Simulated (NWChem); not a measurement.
# r2SCAN/6-31G(d) (spherical functions) run of C2H4F2 (1,1-difluoroethane)

Aim: the electronic atomisation energy of C2H4F2 (1,1-difluoroethane) at r2SCAN/6-31G* (spherical functions), from 4 runs. 

The calculation is run with NWChem 7.3.0.

4 further runs of the same task are left out: 1 that didn't finish, 3 set aside as unsound or not needed.

## (1) The structure to begin with

C2H4F2 has 8 atoms, charge 0, and is taken as a singlet. SMILES: `CC(F)F`. The shape is that of a PBE0-D4/def2-TZVP optimisation.

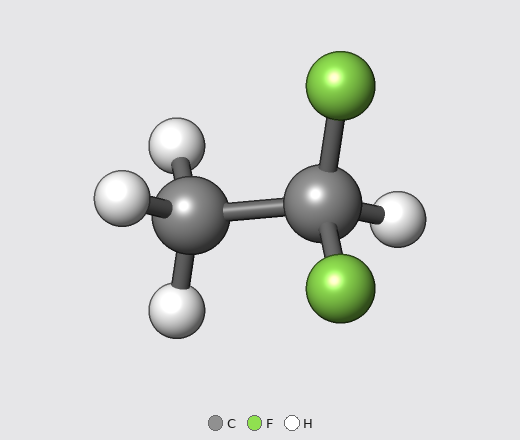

Viewed from a chosen angle; carbon grey, fluorine green, hydrogen white.

## (2) A single-point energy at r2SCAN/6-31G(d) (spherical functions) (run 1)

File c2h4f2.xyz:

```xyz
8
C2H4F2 energy
C      0.003300     0.777600     0.023300
C     -0.052000    -0.718200    -0.008200
F      0.925500    -1.243400     0.779100
F      0.168200    -1.172100    -1.271900
H      0.981400     1.111900    -0.325400
H     -0.157200     1.132800     1.041800
H     -0.771000     1.190600    -0.624000
H     -1.006100    -1.136400     0.329500
```

File c2h4f2.nw:

```
start c2h4f2
title "C2H4F2 energy"
memory 2200 mb

geometry units angstrom noautosym nocenter noautoz
   load format xyz c2h4f2.xyz
end

basis spherical bse
   * library 6-31G*
end

dft
   xc r2scan
   mult 1
   grid lebedev 35 6
   convergence energy 1e-08
   iterations 100
   mulliken
   print low
end

task dft
```

Started as:

```console
$ nwchem c2h4f2.nw > c2h4f2.out
```

The log of the run:

```text
[...]
 d= 0,ls=0.0,diis     1   -278.0654538631 -4.11D+02  1.90D-02  9.09D-01     0.4
[...]
 d= 0,ls=0.0,diis     8   -278.1627930609  3.79D-09  4.49D-06  1.98D-07     2.4
         Total DFT energy =     -278.162793060900
      One electron energy =     -647.361964249676
           Coulomb energy =      269.688028707833
    Exchange-Corr. energy =      -33.199449052057
 Nuclear repulsion energy =      132.710591533000
[...]
      Total Density - Mulliken Population Analysis
     ---------------------------------------------
    Atom       Charge   Shell Charges
 -----------   ------   -------------------------------------------------------
    1 C    6     6.61   2.00  0.68  2.14  0.68  1.09  0.03
    2 C    6     5.46   2.00  0.71  1.88  0.33  0.43  0.11
    3 F    9     9.33   2.00  0.94  3.30  1.04  2.04  0.02
    4 F    9     9.33   2.00  0.94  3.30  1.04  2.04  0.02
    5 H    1     0.79   0.52  0.28
    6 H    1     0.81   0.52  0.29
    7 H    1     0.81   0.52  0.29
    8 H    1     0.87   0.55  0.33
[...]
```

It took 3 s on 1 thread of Intel Xeon 6975P-C (Granite Rapids), shared host; peak memory 0.11 GiB.

## (3) The C atom (run 2)

File run.nw:

```
start run
title "C"
memory total 2200 mb

geometry units angstrom noautosym nocenter noautoz
  C     0.000000    0.000000    0.000000
end

basis spherical bse
  * library 6-31G*
end

dft
  xc r2scan
  mult 3
  grid lebedev 35 6
  convergence energy 1e-08
  iterations 100
  mulliken
  noprint "final vectors analysis"
end

task dft
```

Run the same way, it converges to -37.81914 Eh (log not shown).

Run 3 isn't shown in full; the table further down has it.

## (4) The H atom at the same level (run 4)

File h.nw:

```
start h
title "H"
memory total 2200 mb

geometry units bohr noautosym nocenter noautoz
  H      0.00000000     0.00000000     0.00000000
end

basis spherical bse
  * library 6-31G*
end

dft
  xc r2scan
  mult 2
  grid lebedev 35 6
  convergence energy 1e-08
  iterations 100
  mulliken
  noprint "final vectors analysis"
end

task dft
```

Run the same way, it converges to -0.49823 Eh (log not shown).

## (5) Overview of the runs

```
run                                  level  partner  energy (Eh)  wall time
  1    r2SCAN/6-31G* (spherical functions)     base  -278.162793        3 s
  2  U-r2SCAN/6-31G* (spherical functions)    atoms   -37.819139      0.7 s
  3  U-r2SCAN/6-31G* (spherical functions)    atoms   -99.673590     0.85 s
  4  U-r2SCAN/6-31G* (spherical functions)    atoms    -0.498227     0.64 s
```

## (6) Summary of results

Level: r2SCAN/6-31G* (spherical functions).

| quantity | value |
| --- | --- |
| H atom: total energy | -0.49823 Eh |
| H atom: ⟨S²⟩ | 0.750 |
| electronic atomisation energy | 32.230 eV |

In words: Taking the molecule apart into free atoms costs 32.23 eV (743 kcal/mol), before zero-point energy and without spin-orbit coupling. All runs together took 5.2 s, the longest 3 s.
